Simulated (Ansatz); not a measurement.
```yaml
atoms:
  - { symbol: Ga, position_ang: [-0.8478, 0.0087, -0.2970] }
  - { symbol: F, position_ang: [1.1832, 0.7310, 0.5585] }
  - { symbol: S, position_ang: [0.0400, -1.8273, -0.3383] }
  - { symbol: H, position_ang: [1.2870, -0.2184, 0.4111] }
  - { symbol: H, position_ang: [-1.6625, 1.3061, -0.3343] }
```

The product side of a reaction path; geometry: PBE0-D4/def2-TZVP.

All numbers below come from RKS PBE0-D4/def2-TZVPP in Ansatz.

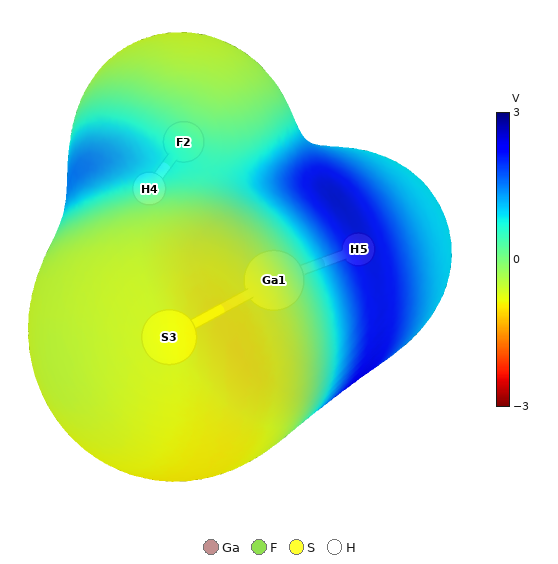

GaHS···HF. The molecular electrostatic potential painted on the density surface at 0.002 e/bohr³, seen at a tilt; red is negative and blue positive.

Which sites attract a positive test charge, and which a negative one?

Answer. A positive charge is drawn to the negative regions and a negative charge to the positive ones. The most negative region (about −0.9 V) lies over S3, the most positive (about +2.5 V) over Ga1.
